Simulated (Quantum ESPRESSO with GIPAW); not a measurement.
# Octahedral tilting in KMgF3 seen by 19F

Starting from the cubic perovskite, neighbouring octahedra are turned by θ about [001] in opposite senses, in all three directions (tilt system a⁰a⁰c⁻). The cell and the cations are held, so the in-plane bonds lengthen as 1/cos θ. GIPAW with PBEsol and plane-wave PAW files from pslibrary 1.0.0 recipes (Mg spnl, K spn, F n), cutoffs 65 and 390 Ry, a 5×5×5 mesh in every shielding run (Quantum ESPRESSO with GIPAW, a patched development version), without spin-orbit coupling. The atoms are held where the series puts them. The cells were built for this series from an entry of the Crystallography Open Database, taken as a prototype, and need not be stable phases. The shielding is averaged over all F atoms of the cell.

One member of the series, KMgF3 (I4/mcm) at 6 °, as used in the shielding run:

```xyz
10
Lattice="0.0000 3.9900 3.9900 3.9900 0.0000 3.9900 3.9900 3.9900 0.0000" Properties=species:S:1:pos:R:3 pbc="T T T"
Mg    0.0000    0.0000    0.0000
Mg    3.9900    3.9900    3.9900
K     1.9950    1.9950    1.9950
K     5.9850    5.9850    5.9850
F     1.9950    4.1997    3.9900
F     3.7803    1.9950    3.9900
F     3.9900    3.9900    1.9950
F     5.9850    3.7803    3.9900
F     4.1997    5.9850    3.9900
F     3.9900    3.9900    5.9850
```

| angle θ (°) | θ² (deg²) | shortest bond, mean over sites, at F (Å) | mean σ_iso of F (ppm) |
| --- | --- | --- | --- |
| 0 | 0.00 | 1.9950 | 326.28 |
| 1.5 | 2.25 | 1.9955 | 326.18 |
| 3 | 9.00 | 1.9968 | 325.86 |
| 4.5 | 20.25 | 1.9991 | 325.31 |
| 6 | 36.00 | 2.0023 | 324.53 |
| 7.5 | 56.25 | 2.0065 | 323.50 |
| 9 | 81.00 | 2.0116 | 322.20 |
| 10.5 | 110.25 | 2.0177 | 320.61 |
| 12 | 144.00 | 2.0247 | ? |

**Task.** Fit mean σ_iso of F against x, the square of the angle in deg²; judge whether a straight line is enough, and predict the withheld row (x = 144.00 deg²).

1. The 8 known rows give Σx = 315.00, Σy = 2594.47, Σx² = 23672.2500 and Σxy = 101579.5800.

2. Slope b = (nΣxy − ΣxΣy)/(nΣx² − (Σx)²) = -0.051262 and intercept a = (Σy − bΣx)/n = 326.327 ppm.

3. Residuals y − a − bx, in the order of the table: -0.05, -0.03, -0.01, +0.02, +0.05, +0.06, +0.03, -0.07 ppm; r.m.s. 0.042 ppm, R² = 1.000. They bend, and a quadratic term takes most of them away: y = 326.28543 − 0.04744855 x − 3.66311e-5 x², r.m.s. 0.0027 ppm.

4. At x = 144.00 deg², outside the fitted range, the line gives 318.95 ppm and the parabola 318.69 ppm.

5. The run gives 318.71 ppm. The line misses by +0.24 ppm, the parabola by -0.02 ppm; that is 6.3 times the r.m.s. of the parabola, as is common when a fit is carried past its data. Verdict: a line is not enough; the parabola both fits and predicts better.

Between neighbouring rows of the full table the slope is -0.44 ppm for 10 deg² of θ² at the low end and -0.56 at the high end. Turning by −θ gives the same structure shifted by one cell, so a mean over an element is even in θ: hence the fit against θ². The macroscopic shape term is left out. It is common to all sites of a cell; for a sphere, judged roughly from the xx and yy parts of the valence susceptibility, it lies between 9.3 and 9.4 ppm in these runs.

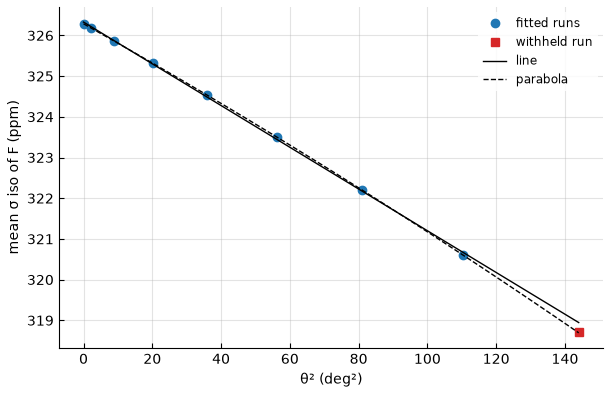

mean σ_iso of F against θ².

[Logs are printed without paths, hosts, clocks, repeated set-up lines and the standing remarks that a program may print on its own settings, such as how far it seeks lower states.]

[Hosts, paths, dates, database ids (printed as entryN), source tags and the programs' standing remarks are cut or masked in the printed files.]
